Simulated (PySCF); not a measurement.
**Run report: C2H13NSSi3, NMR shielding calculation**

The run: NMR shielding calculation of C2H13NSSi3. Method and program: GIAO PBE0/pcSseg-1 NMR shielding, non-relativistic, gas phase (PySCF 2.14.0).

The geometry comes from this level: GFN2-xTB. It belongs to a series of runs on one base structure; here: O replaced by S. Figures and captions count atoms from 1; the log counts them from 0 in places.

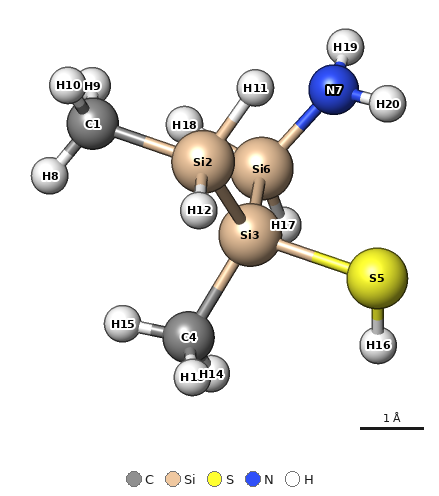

**Figure 1.** The structure (ball-and-stick view, seen at a tilt; atoms are numbered from 1 in the order of the input).

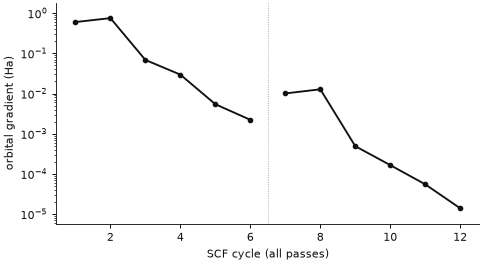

**Figure 2.** Convergence of the self-consistent field: orbital gradient against the SCF cycle. The dotted line marks the change from a coarse to the final integration grid. The first 6 cycles use a coarse grid, the final grid takes over at cycle 7, and the field converges after 12 cycles in all.

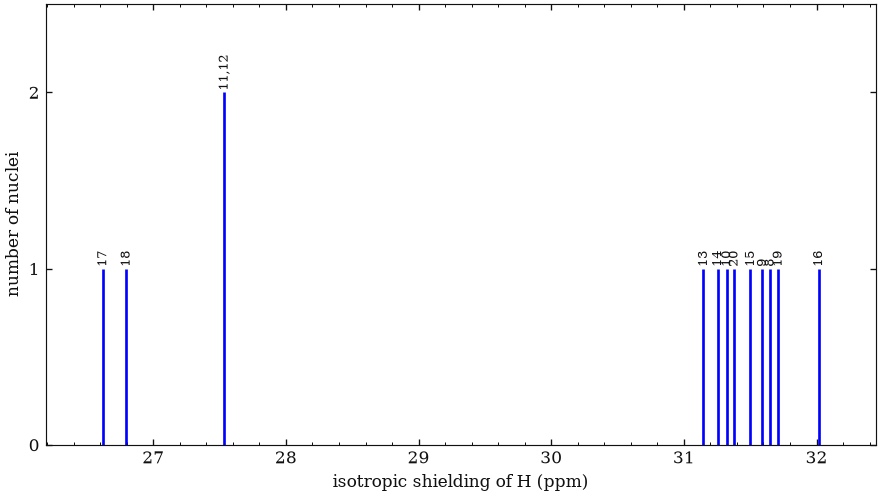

**Figure 3.** Isotropic shieldings of the hydrogen nuclei in this fixed geometry, labelled by atom number; shielding grows to the right, so chemical shift grows to the left. The least shielded is H17 (26.6 ppm), the most shielded H16 (32.0 ppm).

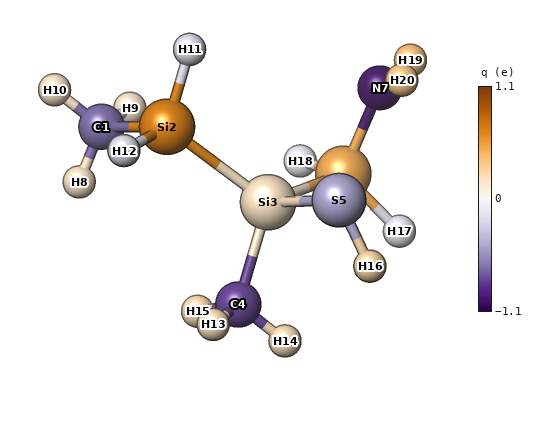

**Figure 4.** ESP-fitted charges, as the colour of each atom (ball-and-stick view, seen at a tilt; atoms are numbered from 1 in the order of the input). By element: C −0.81 to −0.70, Si +0.17 to +0.67, S −0.45, N −1.04 and H −0.16 to +0.42 e.

The input and output of the run follow.

**Input file**
```
{"job": {"kind": "nmr", "xc": "PBE0", "basis": "pcSseg-1"}, "charge": 0, "multiplicity": 1}
C     -2.315079     1.665422    -0.052811
Si    -1.457547     0.637422     1.295208
Si     0.150105    -0.673803     0.221215
C     -0.677582    -2.004560    -0.883280
S      1.048651    -1.851202     1.867295
Si     1.892675     0.306450    -0.987512
N      2.736294     1.234251     0.192499
H     -2.846690     1.036035    -0.760495
H     -1.593954     2.253728    -0.612511
H     -3.036355     2.352705     0.376841
H     -0.859640     1.567210     2.264356
H     -2.503777    -0.097788     2.026138
H     -1.351071    -2.639355    -0.313354
H      0.053779    -2.651551    -1.362908
H     -1.256819    -1.531218    -1.670547
H      1.402459    -2.884517     1.121192
H      2.737039    -0.646561    -1.740727
H      1.416268     1.292940    -1.962310
H      3.485630     1.843173    -0.093222
H      2.970465     0.801897     1.071897
```

The first line tells a small driver script what to run in PySCF; the rest is the geometry in Å.

Launch command:
```bash
OMP_NUM_THREADS=1 python <driver script> task.json out
```

**Output**
```
coarse grid: 17792 points
cycle   1  E = -1404.6647716210  dE =  2.013e-01  |g| = 6.025e-01  |ddm| = 3.960e+00
cycle   2  E = -1404.6172891761  dE =  4.748e-02  |g| = 7.539e-01  |ddm| = 1.315e+00
cycle   3  E = -1404.7527239842  dE = -1.354e-01  |g| = 6.866e-02  |ddm| = 8.156e-01
cycle   4  E = -1404.7536573577  dE = -9.334e-04  |g| = 2.959e-02  |ddm| = 9.912e-02
cycle   5  E = -1404.7538469019  dE = -1.895e-04  |g| = 5.430e-03  |ddm| = 2.982e-02
cycle   6  E = -1404.7538543130  dE = -7.411e-06  |g| = 2.221e-03  |ddm| = 1.025e-02
final grid: 150768 points
cycle   7  E = -1404.7910495799  dE = -2.348e-05  |g| = 1.008e-02  |ddm| = 2.793e-02
cycle   8  E = -1404.7910329715  dE =  1.661e-05  |g| = 1.278e-02  |ddm| = 2.335e-02
cycle   9  E = -1404.7910744706  dE = -4.150e-05  |g| = 4.909e-04  |ddm| = 1.382e-02
cycle  10  E = -1404.7910745200  dE = -4.940e-08  |g| = 1.659e-04  |ddm| = 7.706e-04
cycle  11  E = -1404.7910745256  dE = -5.595e-09  |g| = 5.516e-05  |ddm| = 2.138e-04
cycle  12  E = -1404.7910745263  dE = -7.490e-10  |g| = 1.396e-05  |ddm| = 8.593e-05
converged SCF energy = -1404.7910745263

GIAO shielding tensors (ppm)
atom      isotropic    diamagn.    paramagn.     s11        s22        s33       span
  0 C      196.473     253.681     -57.208    190.165    199.157    200.096      9.931
  1 Si     418.519     881.008    -462.489    390.303    402.188    463.064     72.761
  2 Si     369.795     881.906    -512.111    319.846    384.567    404.973     85.127
  3 C      184.349     255.018     -70.669    172.885    186.623    193.538     20.653
  4 S      749.994    1058.721    -308.727    631.292    693.568    925.123    293.831
  5 Si     401.710     880.388    -478.678    353.426    385.886    465.818    112.392
  6 N      268.933     315.653     -46.720    241.239    253.177    312.385     71.146
  7 H       31.650      31.672      -0.022     26.618     30.259     38.075     11.457
  8 H       31.592      32.523      -0.931     26.168     30.346     38.262     12.095
  9 H       31.323      28.127       3.196     26.018     27.675     40.276     14.259
 10 H       27.521      30.021      -2.500     24.018     26.263     32.282      8.263
 11 H       27.548      29.837      -2.289     23.840     26.142     32.662      8.822
 12 H       31.148      31.619      -0.472     27.215     28.486     37.742     10.526
 13 H       31.254      32.031      -0.777     26.840     29.157     37.765     10.925
 14 H       31.502      32.889      -1.387     26.420     29.068     39.018     12.598
 15 H       32.016      31.853       0.163     23.681     28.824     43.541     19.860
 16 H       26.619      29.911      -3.292     22.653     25.151     32.054      9.401
 17 H       26.796      30.633      -3.837     24.371     25.163     30.853      6.482
 18 H       31.711      28.559       3.152     23.186     26.926     45.021     21.835
 19 H       31.378      31.886      -0.508     22.624     30.102     41.409     18.785
```

**Summary**

```csv
quantity,value
outcome,converged
total energy,−1404.791075 hartree
HOMO,−6.84 eV
LUMO,−0.52 eV
dipole moment,1.74 D
"isotropic shielding, C",184.3 to 196.5 ppm
"isotropic shielding, Si",369.8 to 418.5 ppm
"isotropic shielding, S",750.0 ppm
"isotropic shielding, N",268.9 ppm
"isotropic shielding, H",26.6 to 32.0 ppm
hardware,"1 CPU thread, shared host"
wall time,64 s
peak memory,1 GiB
```
